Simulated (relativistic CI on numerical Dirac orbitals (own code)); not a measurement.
**Tl³⁺: relativistic CI calculation**

System: Tl³⁺.
Method: Dirac-Coulomb-Breit CI, KLI orbitals optimised for each configuration, model QED (radiative potential, 1s self-energy scaled to tabulated hydrogen-like ionisation energies), valence Slater integrals scaled by 0.85, P86 correlation energy added to each configuration (relativistic CI on numerical Dirac orbitals, in-house).

**Input**
```
atom Tl  Z=81  charge=3  electrons=78
nucleus A=205  rms_radius_fm=5.4759
hamiltonian dirac-coulomb  breit=on  qed=on  c_scale=1
orbitals kli  potential=per-configuration
slater_scale 0.85
correlation p86
mixing on
configurations
  [Xe] 4f14 5d10
  [Xe] 4f14 5d9 6s
  [Xe] 4f14 5d9 6p
  [Xe] 4f14 5d9 5f
  [Xe] 4f14 5d9 6d
  [Xe] 4f14 5d9 7s
  [Xe] 4f14 5d9 7p
  [Xe] 4f14 5d9 7d
  [Xe] 4f14 5d9 6f
  [Xe] 4f14 5d9 5g
  [Xe] 4f14 5d9 7f
  [Xe] 4f14 5d9 6g
end
```

Hardware: 1 thread of Arm Neoverse N1, 98 GiB of memory available, shared host.

The run was one of a batch that the task file lists, launched with:
```bash
python <driver script> task.json out
```

The program writes its results to a structured record and prints no log; tables and figures of this report are taken from that record.

**The lowest 30 levels**

| Configuration | Level | E (cm⁻¹) | LS purity (%) | Landé g | Lifetime (s; – stable or not computed) |
| --- | --- | --- | --- | --- | --- |
| 5d¹⁰ | ¹S₀ | 0 | 100 | – | – |
| 5d⁹ 6s | ³D₃ | 80,740 | 100 | 1.334 | – |
| 5d⁹ 6s | [(5d₅/₂)⁵ 6s] J = 2 | 84,780 | 62 | 1.104 | 2.1×10⁻³ |
| 5d⁹ 6s | ³D₁ | 98,550 | 100 | 0.498 | 1.5×10⁻² |
| 5d⁹ 6s | [(5d₃/₂)³ 6s] J = 2 | 102,500 | 62 | 1.062 | 5.3×10⁻⁴ |
| 5d⁹ 6p | [(5d₅/₂)⁵ 6p₁/₂] J = 2 | 153,300 | 70 | 1.381 | 7.6×10⁻¹⁰ |
| 5d⁹ 6p | [(5d₅/₂)⁵ 6p₁/₂] J = 3 | 155,700 | 51 | 1.093 | 7.6×10⁻¹⁰ |
| 5d⁹ 6p | ³F°₂ | 171,000 | 79 | 0.810 | 6.2×10⁻¹⁰ |
| 5d⁹ 6p | ³F°₄ | 171,400 | 100 | 1.250 | 3.9×10⁻¹⁰ |
| 5d⁹ 6p | ³P°₁ | 171,800 | 72 | 1.234 | 4.3×10⁻¹⁰ |
| 5d⁹ 6p | ¹D°₂ | 175,500 | 68 | 1.060 | 4.7×10⁻¹⁰ |
| 5d⁹ 6p | [(5d₅/₂)⁵ 6p₃/₂] J = 3 | 176,800 | 75 | 1.250 | 3.6×10⁻¹⁰ |
| 5d⁹ 6p | ¹P°₁ | 180,100 | 84 | 0.923 | 1.0×10⁻¹⁰ |
| 5d⁹ 6p | ³P°₀ | 185,900 | 100 | – | 4.3×10⁻¹⁰ |
| 5d⁹ 6p | [(5d₃/₂)³ 6p₃/₂] J = 3 | 191,000 | 48 | 1.073 | 4.1×10⁻¹⁰ |
| 5d⁹ 6p | [(5d₃/₂)³ 6p₃/₂] J = 1 | 191,800 | 60 | 0.841 | 2.6×10⁻¹⁰ |
| 5d⁹ 6p | [(5d₃/₂)³ 6p₃/₂] J = 2 | 194,000 | 58 | 1.080 | 3.7×10⁻¹⁰ |
| 5d⁹ 6d | [(5d₅/₂)⁵ 6d₃/₂] J = 1 | 251,700 | 65 | 1.801 | 2.2×10⁻¹⁰ |
| 5d⁹ 6d | [(5d₅/₂)⁵ 6d₃/₂] J = 4 | 254,200 | 52 | 1.033 | 2.3×10⁻¹⁰ |
| 5d⁹ 6d | [(5d₅/₂)⁵ 6d₃/₂] J = 2 | 254,700 | 42 | 1.269 | 2.3×10⁻¹⁰ |
| 5d⁹ 7s | ³D₃ | 254,800 | 85 | 1.325 | 2.8×10⁻¹⁰ |
| 5d⁹ 6d | [(5d₅/₂)⁵ 6d₅/₂] J = 1 | 255,600 | 56 | 0.986 | 2.8×10⁻¹⁰ |
| 5d⁹ 6d | ³G₅ | 255,600 | 100 | 1.200 | 2.8×10⁻¹⁰ |
| 5d⁹ 7s | [(5d₅/₂)⁵ 7s] J = 2 | 255,800 | 48 | 1.123 | 3.1×10⁻¹⁰ |
| 5d⁹ 6d | [(5d₅/₂)⁵ 6d₃/₂] J = 3 | 256,200 | 41 | 1.141 | 2.4×10⁻¹⁰ |
| 5d⁹ 6d | [(5d₅/₂)⁵ 6d₅/₂] J = 3 | 257,800 | 44 | 1.148 | 2.9×10⁻¹⁰ |
| 5d⁹ 6d | [(5d₅/₂)⁵ 6d₅/₂] J = 2 | 258,000 | 52 | 1.073 | 2.9×10⁻¹⁰ |
| 5d⁹ 6d | [(5d₅/₂)⁵ 6d₅/₂] J = 4 | 258,300 | 84 | 1.211 | 2.9×10⁻¹⁰ |
| 5d⁹ 6d | ³P₀ | 262,200 | 84 | – | 2.5×10⁻¹⁰ |
| 5d⁹ 6d | [(5d₃/₂)³ 6d₃/₂] J = 1 | 271,500 | 40 | 1.203 | 2.4×10⁻¹⁰ |

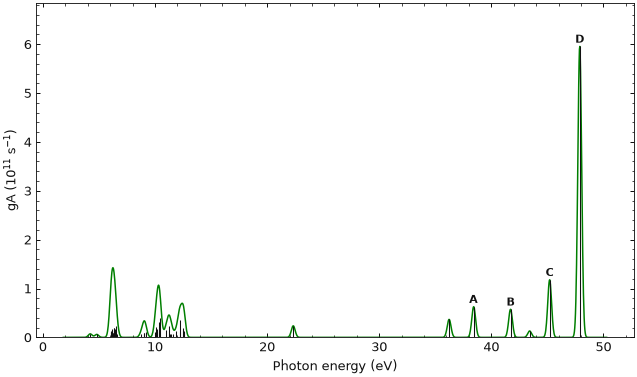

The stronger electric dipole lines (weighted rates gA) for Tl³⁺. The envelope is a Gaussian of full width 0.4 eV, scaled to the tallest stick. A: 5d⁹ 5f [(5d₃/₂)³ 5f₅/₂] J = 1 → 5d¹⁰ ¹S₀, 38.43 eV, gA = 6.3×10¹⁰ s⁻¹; B: 5d⁹ 6f ³D°₁ → 5d¹⁰ ¹S₀, 41.71 eV, gA = 5.7×10¹⁰ s⁻¹; C: 5d⁹ 7f J = 1 (odd, mixed, level 153) → 5d¹⁰ ¹S₀, 45.20 eV, gA = 1.2×10¹¹ s⁻¹; D: 5d⁹ 7f ¹P°₁ → 5d¹⁰ ¹S₀, 47.88 eV, gA = 6.0×10¹¹ s⁻¹. The strongest, D, lies in the extreme ultraviolet region.

**Key numbers**

- outcome: converged
- lowest level: 5d¹⁰ ¹S₀
- first excited level: 5d⁹ 6s ³D₃, 80,742 cm⁻¹
- ionisation energy: 50.682 eV
- levels computed: 169
- SCF iterations: 125
- wall time: 2.4 s

**Remarks**

To bear in mind: near-neutral ion: configurations can be misplaced by up to about 10000 cm⁻¹, over 20000 where the f count changes; rates and lifetimes follow the computed energies and can be off by orders of magnitude; the fine structure of a weakly bound d or f electron outside closed shells is too small or inverted; only a limited list of configurations is included, so lower levels can be missing.
